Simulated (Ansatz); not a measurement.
## Si$_{3}$H$_{7}$O$_{3}$F: geometry relaxation (part 1 of 2)

- system: Si$_{3}$H$_{7}$O$_{3}$F
- method: RKS r2SCAN-D4/STO-3G (Ansatz 0.2.0)

It belongs to a series of runs on one base structure; here: start relaxed. Figures and captions count atoms from 1; the log counts them from 0 in places.

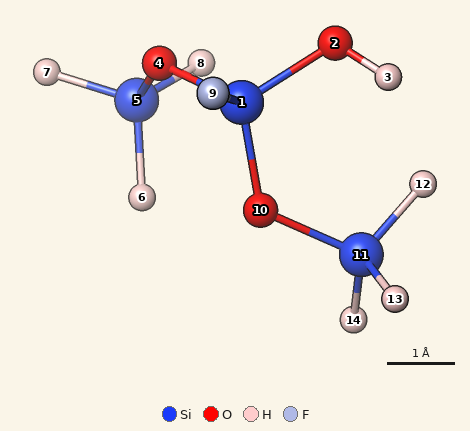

Figure 1. The structure as given in the input (ball-and-stick view, seen at a tilt; atoms are numbered from 1 in the order of the input). Bond lengths as drawn: F–Si 1.59 Å, H–O 1.01 Å, H–Si 1.46 Å and O–Si 1.68 Å.

**The input**
```yaml
crystal:
  periodic: [false, false, false]
  atoms:
    - { symbol: Si, position_ang: [0.0, 0.0, 0.0] }
    - { symbol: O, position_ang: [0.0, 0.0, 1.68] }
    - { symbol: H, position_ang: [-0.9095, -0.2814, 2.0171] }
    - { symbol: O, position_ang: [1.5842, 0.0, -0.5594] }
    - { symbol: Si, position_ang: [2.4906, -1.3762, -0.8866] }
    - { symbol: H, position_ang: [1.6598, -2.3521, -1.5857] }
    - { symbol: H, position_ang: [3.6318, -1.0202, -1.7249] }
    - { symbol: H, position_ang: [2.9691, -1.9538, 0.366] }
    - { symbol: F, position_ang: [-0.7489, 1.2974, -0.5295] }
    - { symbol: O, position_ang: [-0.7913, -1.3709, -0.5594] }
    - { symbol: Si, position_ang: [-1.673, -2.4329, 0.3983] }
    - { symbol: H, position_ang: [-1.2634, -2.287, 1.792] }
    - { symbol: H, position_ang: [-3.0964, -2.1323, 0.2761] }
    - { symbol: H, position_ang: [-1.4264, -3.8036, -0.0398] }
basis:
  gaussian: { orbitals: STO-3G }
hamiltonian:
  xc: r2scan
  dispersion: d4
relax:
  f_tol: 0.02
  max_steps: 40
output:
  orbitals: {}
```

Hardware: 1 thread of Arm Neoverse V1, 24 GiB of memory available, shared host.

Command:
```bash
ansatz run input.yaml --threads 1 --pin off --max-ram 2048MiB --backend cpu --events-out ev --progress --plain --runs-dir out
```

**The program's output**
```
The last accepted step is kept in [file] (removed where the run ends without a failure and the disk answers)
Engine: ansatz 0.2.0, aarch64-unknown-linux-gnu
Functional definition: r2SCAN
  parameter k0 = 0.174
  parameter k1 = 0.065
  parameter a1 = 4.9479
  exchange = r2scan_x(k0 = k0, k1 = k1, a1 = a1)
  correlation = r2scan_c
746 factors; integrals over basis functions are off by at most 9.5e-6 eV
mean field evaluation 1: about -32198.2082 eV, gradient 4.4e1 eV
mean field evaluation 2: about -32196.2878 eV, gradient 5.2e1 eV
mean field evaluation 4: about -32204.3829 eV, gradient 2.4e0 eV
mean field evaluation 8: about -32204.3133 eV, gradient 1.3e-1 eV
mean field -32204.31339885 eV, -1183.4866885400 hartree, gradient 3.1e-5 eV, S^2 0.000000; 0 other end points of the search recorded, 0 dependent functions left out
the calculation of the forces begins
reference -32204.31340652 eV, -1183.4866888219 hartree; 41, 41 occupied and 13, 13 virtual orbitals, 746 factors
relax step   1: F+E_penalty+E_count = -32204.41381615 eV  Δ(F+E_penalty+E_count) = +0.000e0 eV  max|allowed force component| = 2.127e0 eV/Å  Δτ_max = 0.0000 Å  (24 SCF iters, accepted)
these checks for a lower state are left out or cut short: starts, cluster_reference, orbital_swaps, neighbouring_geometries, increment
746 factors; integrals over basis functions are off by at most 1.1e-5 eV
mean field evaluation 16: about -32204.4468 eV, gradient 4.4e0 eV
mean field -32204.49464727 eV, -1183.4933492967 hartree, gradient 2.4e-5 eV, S^2 0.000000; 0 other end points of the search recorded, 0 dependent functions left out
[... from here on the field's lines of each further geometry are left out, up to the last ...]
relax step   2: F+E_penalty+E_count = -32204.59469640 eV  Δ(F+E_penalty+E_count) = -1.809e-1 eV  max|allowed force component| = 1.090e0 eV/Å  Δτ_max = 0.1948 Å  (25 SCF iters, accepted)
relax step   3: F+E_penalty+E_count = -32204.63603556 eV  Δ(F+E_penalty+E_count) = -4.134e-2 eV  max|allowed force component| = 1.977e-1 eV/Å  Δτ_max = 0.0941 Å  (26 SCF iters, accepted)
relax step   4: F+E_penalty+E_count = -32204.64986088 eV  Δ(F+E_penalty+E_count) = -1.383e-2 eV  max|allowed force component| = 3.312e-1 eV/Å  Δτ_max = 0.0783 Å  (26 SCF iters, accepted)
relax step   5: F+E_penalty+E_count = -32204.67028510 eV  Δ(F+E_penalty+E_count) = -2.042e-2 eV  max|allowed force component| = 1.124e-1 eV/Å  Δτ_max = 0.0863 Å  (25 SCF iters, accepted)
relax step   6: F+E_penalty+E_count = -32204.68969406 eV  Δ(F+E_penalty+E_count) = -1.941e-2 eV  max|allowed force component| = 1.338e-1 eV/Å  Δτ_max = 0.1053 Å  (25 SCF iters, accepted)
relax step   7: F+E_penalty+E_count = -32204.70672329 eV  Δ(F+E_penalty+E_count) = -1.703e-2 eV  max|allowed force component| = 8.114e-1 eV/Å  Δτ_max = 0.1950 Å  (26 SCF iters, accepted)
relax step   8: F+E_penalty+E_count = -32204.72503199 eV  Δ(F+E_penalty+E_count) = -1.831e-2 eV  max|allowed force component| = 3.441e-1 eV/Å  Δτ_max = 0.0498 Å  (26 SCF iters, accepted)
relax step   9: F+E_penalty+E_count = -32204.74504581 eV  Δ(F+E_penalty+E_count) = -2.001e-2 eV  max|allowed force component| = 6.812e-2 eV/Å  Δτ_max = 0.1225 Å  (24 SCF iters, accepted)
relax step  10: F+E_penalty+E_count = -32204.75499921 eV  Δ(F+E_penalty+E_count) = -9.953e-3 eV  max|allowed force component| = 6.173e-1 eV/Å  Δτ_max = 0.1908 Å  (26 SCF iters, accepted)
relax step  11: F+E_penalty+E_count = -32204.76588896 eV  Δ(F+E_penalty+E_count) = -1.089e-2 eV  max|allowed force component| = 3.217e-1 eV/Å  Δτ_max = 0.0768 Å  (25 SCF iters, accepted)
relax step  12: F+E_penalty+E_count = -32204.76671376 eV  Δ(F+E_penalty+E_count) = -8.248e-4 eV  max|allowed force component| = 5.578e-1 eV/Å  Δτ_max = 0.1808 Å  (30 SCF iters, accepted)
relax step  13: F+E_penalty+E_count = -32204.79242972 eV  Δ(F+E_penalty+E_count) = -2.572e-2 eV  max|allowed force component| = 1.954e-1 eV/Å  Δτ_max = 0.2000 Å  (24 SCF iters, accepted)
relax step  14: F+E_penalty+E_count = -32204.79979902 eV  Δ(F+E_penalty+E_count) = -7.369e-3 eV  max|allowed force component| = 6.721e-2 eV/Å  Δτ_max = 0.1298 Å  (25 SCF iters, accepted)
relax step  15: F+E_penalty+E_count = -32204.78466730 eV  Δ(F+E_penalty+E_count) = +1.513e-2 eV  max|allowed force component| = 1.212e0 eV/Å  Δτ_max = 0.1119 Å  (26 SCF iters, rejected (line search))
relax step  16: F+E_penalty+E_count = -32204.80338415 eV  Δ(F+E_penalty+E_count) = -3.585e-3 eV  max|allowed force component| = 4.032e-2 eV/Å  Δτ_max = 0.0559 Å  (25 SCF iters, accepted)
relax step  17: F+E_penalty+E_count = -32204.80347974 eV  Δ(F+E_penalty+E_count) = -9.559e-5 eV  max|allowed force component| = 2.106e-1 eV/Å  Δτ_max = 0.0837 Å  (25 SCF iters, accepted)
relax step  18: F+E_penalty+E_count = -32204.80452913 eV  Δ(F+E_penalty+E_count) = -1.049e-3 eV  max|allowed force component| = 4.664e-2 eV/Å  Δτ_max = 0.0222 Å  (26 SCF iters, accepted)
relax step  19: F+E_penalty+E_count = -32204.80499159 eV  Δ(F+E_penalty+E_count) = -4.625e-4 eV  max|allowed force component| = 4.568e-2 eV/Å  Δτ_max = 0.0546 Å  (25 SCF iters, accepted)
relax step  20: F+E_penalty+E_count = -32204.80514492 eV  Δ(F+E_penalty+E_count) = -1.533e-4 eV  max|allowed force component| = 2.915e-2 eV/Å  Δτ_max = 0.0131 Å  (21 SCF iters, accepted)
relax step  21: F+E_penalty+E_count = -32204.80522457 eV  Δ(F+E_penalty+E_count) = -7.965e-5 eV  max|allowed force component| = 2.444e-2 eV/Å  Δτ_max = 0.0202 Å  (25 SCF iters, accepted)
the calculation of the forces begins
reference -32204.70503718 eV, -1183.5010809834 hartree; 41, 41 occupied and 13, 13 virtual orbitals, 748 factors
relax step  22: F+E_penalty+E_count = -32204.80527444 eV  Δ(F+E_penalty+E_count) = -4.987e-5 eV  max|allowed force component| = 1.978e-2 eV/Å  Δτ_max = 0.0104 Å  (21 SCF iters, accepted)
```

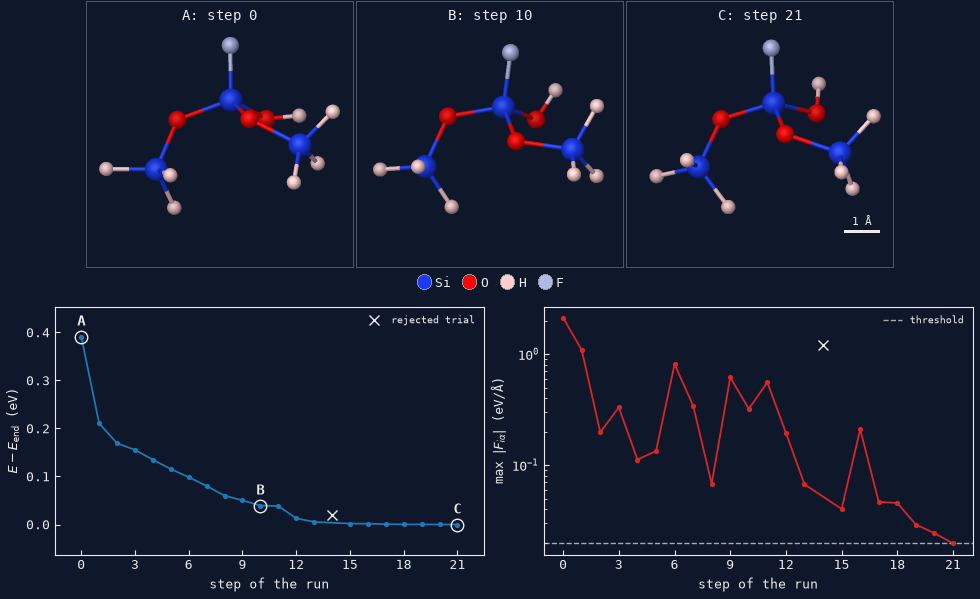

Figure 2. Frames of the relaxation (ball-and-stick view, seen at an oblique angle) above the curves, on which the letters mark them (the first geometry is step 0 here and step 1 in the log).

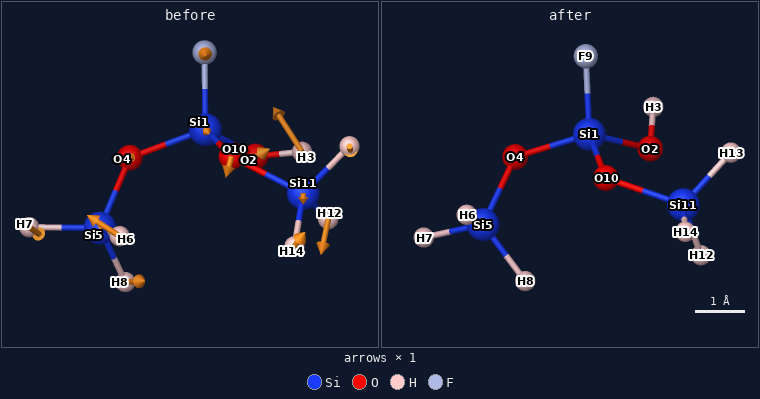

Figure 3. Before (left) and after (right) the relaxation, at one scale (ball-and-stick view, seen at an oblique angle). The orange arrows give the displacements, at true length. The atom that moves furthest after the best rigid fit is H3 (1.27 Å). By element the largest moves are H 1.27 Å, O 0.46 Å, F 0.40 Å, Si 0.24 Å. Among the contacts that change: Si1–F9 1.589 → 1.629 Å, O10–Si11 1.680 → 1.702 Å, O2–H3 1.010 → 1.019 Å, Si11–H12 1.460 → 1.452 Å. Among the angles that change: Si1–O4–Si5 125.0° → 116.8°, Si1–O10–Si11 125.0° → 117.9°, O2–Si1–O4 109.4° → 114.8°. Over 21 geometry steps the energy falls by 0.391 eV. The largest force component goes from 2.1 to 0.02 eV/Å. The line search rejected the trial step at point 14 (counted from 0) and went back. (Atoms are counted from 1 in the order of the input.)

```
748 factors; integrals over basis functions are off by at most 5.0e-5 eV
mean field -32204.70502923 eV, -1183.5010806912 hartree, gradient 2.7e-5 eV, S^2 0.000000; 1 other end points of the search recorded, 0 dependent functions left out
the calculation of the forces begins
reference -32204.70503718 eV, -1183.5010809834 hartree; 41, 41 occupied and 13, 13 virtual orbitals, 748 factors
Total energy: -32204.80528239 eV, -1183.5047649268 hartree
Atom 0 at    -0.065702    -0.159793    -0.017236 Å, force     0.005687    -0.010514     0.010248 eV/Å
Atom 1 at    -0.396699    -0.026427     1.648653 Å, force    -0.006574     0.019508     0.000297 eV/Å
Atom 2 at    -0.617009     0.959226     1.787276 Å, force     0.003779    -0.019781    -0.001685 eV/Å
Atom 3 at     1.544704     0.039228    -0.431796 Å, force     0.001909    -0.000103    -0.006705 eV/Å
Atom 4 at     2.398478    -1.360613    -0.886324 Å, force    -0.000296     0.002989     0.006728 eV/Å
Atom 5 at     1.953066    -1.901407    -2.158122 Å, force     0.000916    -0.001027    -0.000671 eV/Å
Atom 6 at     3.775688    -0.937435    -1.024465 Å, force    -0.000475    -0.001091    -0.002462 eV/Å
Atom 7 at     2.335961    -2.414437     0.111319 Å, force     0.000070    -0.000976    -0.001136 eV/Å
Atom 8 at    -0.890667     1.013580    -0.790312 Å, force    -0.006085     0.010387    -0.004923 eV/Å
Atom 9 at    -0.492708    -1.712542    -0.487401 Å, force    -0.000035     0.001251     0.001957 eV/Å
Atom 10 at    -1.547203    -2.589217     0.520326 Å, force     0.002082    -0.001603    -0.002517 eV/Å
Atom 11 at    -0.916421    -2.981226     1.767910 Å, force    -0.001622     0.001601     0.000832 eV/Å
Atom 12 at    -2.764424    -1.857782     0.824619 Å, force     0.001404     0.000700     0.001273 eV/Å
Atom 13 at    -1.890465    -3.784156    -0.220248 Å, force    -0.000760    -0.001340    -0.001235 eV/Å
Dipole moment:    -0.110261     0.074033     0.084621 e Å
```

**Trajectory as extended XYZ (Å, eV, eV/Å), 22 frames, from step=1 to step=22**
```
14
Properties=species:S:1:pos:R:3:forces:R:3 step=1 energy=-32204.41382
Si    0.0000    0.0000    0.0000    0.6419  -2.1266   0.2892
O     0.0000    0.0000    1.6800    0.8968   0.3986   0.7663
H    -0.9095   -0.2814    2.0171   -0.2476   0.1228  -0.2486
O     1.5842    0.0000   -0.5594   -0.5698   0.9093   0.1130
Si    2.4906   -1.3762   -0.8866   -0.3656  -0.3387   0.0812
H     1.6598   -2.3521   -1.5857    0.2969  -0.0684   0.0647
H     3.6318   -1.0202   -1.7249   -0.2812   0.0700   0.2167
H     2.9691   -1.9538    0.3660    0.0280  -0.0642  -0.2057
F    -0.7489    1.2974   -0.5295   -0.3914   1.1014  -0.6604
O    -0.7913   -1.3709   -0.5594    0.0889   0.0607  -0.5729
Si   -1.6730   -2.4329    0.3983    0.0973   0.0704   0.0440
H    -1.2634   -2.2870    1.7920   -0.2751  -0.2995  -0.0386
H    -3.0964   -2.1323    0.2761    0.1307  -0.1146   0.1093
H    -1.4264   -3.8036   -0.0398   -0.0498   0.2789   0.0419
14
Properties=species:S:1:pos:R:3:forces:R:3 step=2 energy=-32204.59470
Si    0.0049   -0.0083    0.0146    0.1220  -1.0897   0.2776
O     0.0890    0.0836    1.7022    0.3313   0.0234   0.4048
H    -0.8423   -0.1050    2.0652   -0.0664   0.0836  -0.1779
O     1.5649    0.0215   -0.5739   -0.1967   0.4102   0.0055
Si    2.4470   -1.3798   -0.8731    0.0473  -0.2602  -0.0444
H     1.6816   -2.3930   -1.5852    0.0685   0.0348   0.0361
H     3.5811   -0.9895   -1.6863   -0.0510   0.0212   0.0330
H     2.9483   -1.9750    0.3566   -0.0573   0.0051  -0.0174
F    -0.7400    1.2928   -0.5553   -0.2987   0.5887  -0.3894
O    -0.7783   -1.3814   -0.5549    0.1111   0.1071  -0.1899
Si   -1.6715   -2.4616    0.3756   -0.0680  -0.0564   0.3198
H    -1.3320   -2.4269    1.7959   -0.0131   0.0156  -0.1545
H    -3.0946   -2.1819    0.2692    0.0437   0.0271  -0.0307
H    -1.4314   -3.8084   -0.1062    0.0274   0.0894  -0.0728
14
Properties=species:S:1:pos:R:3:forces:R:3 step=3 energy=-32204.63604
Si    0.0029   -0.0369    0.0283   -0.0717  -0.1977   0.0963
O     0.1395    0.0873    1.7207   -0.1139  -0.1114   0.1902
H    -0.8134   -0.0168    2.0799    0.1569   0.0975  -0.1176
O     1.5477    0.0282   -0.5867    0.0293   0.1420  -0.0700
Si    2.4351   -1.3786   -0.8715    0.0379  -0.1014  -0.0143
H     1.6961   -2.4011   -1.5911   -0.0080   0.0165  -0.0256
H     3.5706   -0.9713   -1.6683    0.0457  -0.0147   0.0088
H     2.9104   -1.9779    0.3643   -0.0048   0.0147   0.0207
F    -0.7566    1.2683   -0.5622   -0.1170   0.1104  -0.0778
O    -0.7698   -1.4064   -0.5525    0.1348   0.1286  -0.0842
Si   -1.6754   -2.4756    0.3787   -0.0673  -0.0725   0.0623
H    -1.3343   -2.4515    1.7931    0.0064  -0.0025  -0.0349
H    -3.0916   -2.1775    0.2572   -0.0135   0.0183   0.0232
H    -1.4346   -3.8033   -0.1458   -0.0147  -0.0277   0.0229
14
Properties=species:S:1:pos:R:3:forces:R:3 step=4 energy=-32204.64986
Si    0.0021   -0.0568    0.0345   -0.0391   0.1976   0.0004
O     0.1667    0.0654    1.7309   -0.3312  -0.1193   0.0522
H    -0.7986    0.0601    2.0814    0.2769   0.0667  -0.0881
O     1.5398    0.0350   -0.6039    0.0571   0.0053  -0.0783
Si    2.4393   -1.3728   -0.8765    0.0304  -0.0019   0.0250
H     1.7153   -2.3913   -1.6166   -0.0030   0.0040  -0.0136
H     3.5953   -0.9665   -1.6452    0.0089   0.0041   0.0048
H     2.8927   -1.9689    0.3693   -0.0260  -0.0115   0.0065
F    -0.7801    1.2486   -0.5517   -0.0033  -0.1075   0.0767
O    -0.7624   -1.4237   -0.5558    0.0412  -0.0475  -0.0140
Si   -1.6852   -2.4869    0.3747   -0.0161  -0.0037   0.0244
H    -1.3379   -2.4730    1.7852    0.0291   0.0107   0.0182
H    -3.0976   -2.1642    0.2673    0.0041   0.0072  -0.0082
H    -1.4629   -3.8182   -0.1494   -0.0292  -0.0041  -0.0059
14
Properties=species:S:1:pos:R:3:forces:R:3 step=5 energy=-32204.67029
Si    0.0056   -0.0875    0.0281   -0.0745   0.0979   0.0900
O     0.1837    0.0237    1.7237    0.0742  -0.0955  -0.1120
H    -0.7678    0.1161    2.0741   -0.1078   0.0623   0.0428
O     1.5291    0.0411   -0.6364    0.0635   0.0102  -0.0700
Si    2.4582   -1.3526   -0.8868   -0.0080  -0.0179   0.0358
H     1.7730   -2.3644   -1.6690   -0.0066  -0.0197  -0.0409
H     3.6388   -0.9251   -1.6022    0.0331   0.0214  -0.0090
H     2.8640   -1.9654    0.3665   -0.0133  -0.0068   0.0223
F    -0.8315    1.1906   -0.5349   -0.0279  -0.0093   0.0401
O    -0.7238   -1.4817   -0.5429    0.1124  -0.0464  -0.0541
Si   -1.7034   -2.4917    0.3872    0.0105   0.0294   0.0399
H    -1.3569   -2.4860    1.7979    0.0139  -0.0046   0.0199
H    -3.0956   -2.0982    0.2724   -0.0472   0.0102   0.0064
H    -1.5467   -3.8320   -0.1335   -0.0224  -0.0314  -0.0113
14
Properties=species:S:1:pos:R:3:forces:R:3 step=6 energy=-32204.68969
Si    0.0102   -0.1233    0.0274   -0.0736   0.0850   0.0532
O     0.1967   -0.0096    1.7194    0.1218  -0.0708  -0.0550
H    -0.7414    0.1716    2.0688   -0.1338   0.0675   0.0417
O     1.5196    0.0456   -0.6607    0.0551   0.0025  -0.0494
Si    2.4760   -1.3323   -0.9035   -0.0199  -0.0184   0.0464
H     1.8355   -2.3251   -1.7439   -0.0060  -0.0347  -0.0609
H     3.6818   -0.8730   -1.5527    0.0442   0.0276  -0.0190
H     2.8323   -1.9780    0.3480   -0.0129  -0.0056   0.0265
F    -0.8834    1.1198   -0.5248   -0.0441   0.0376   0.0338
O    -0.6662   -1.5536   -0.5175    0.1330  -0.0733  -0.0832
Si   -1.7213   -2.4933    0.4039    0.0066   0.0045   0.0445
H    -1.3947   -2.4898    1.8194    0.0012  -0.0126   0.0189
H    -3.0887   -2.0276    0.2640   -0.0501   0.0230   0.0085
H    -1.6296   -3.8443   -0.1035   -0.0217  -0.0324  -0.0060
14
Properties=species:S:1:pos:R:3:forces:R:3 step=7 energy=-32204.70672
Si    0.0139   -0.1774    0.0166   -0.1830   0.0558  -0.1725
O     0.2246   -0.0630    1.7032   -0.7974   0.3444   0.4713
H    -0.6909    0.2875    2.0522    0.8114  -0.2809  -0.3442
O     1.4962    0.0536   -0.7226   -0.0274  -0.0447  -0.0186
Si    2.5003   -1.3038   -0.9240    0.0876  -0.0601  -0.1153
H     1.9589   -2.2656   -1.8828    0.1004   0.1294   0.1743
H     3.7601   -0.7924   -1.4438   -0.1887  -0.0701   0.0943
H     2.7485   -1.9869    0.3412   -0.0328   0.0153  -0.1513
F    -0.9883    1.0039   -0.5043    0.1080  -0.0875   0.0922
O    -0.5658   -1.6755   -0.4788   -0.0495  -0.1614   0.0468
Si   -1.7434   -2.5016    0.4289   -0.0781   0.0298  -0.1094
H    -1.4261   -2.5406    1.8468   -0.0046  -0.0071  -0.0096
H    -3.0659   -1.8877    0.2926    0.2460  -0.0892   0.0028
H    -1.7956   -3.8636   -0.0812    0.0081   0.2263   0.0390
```
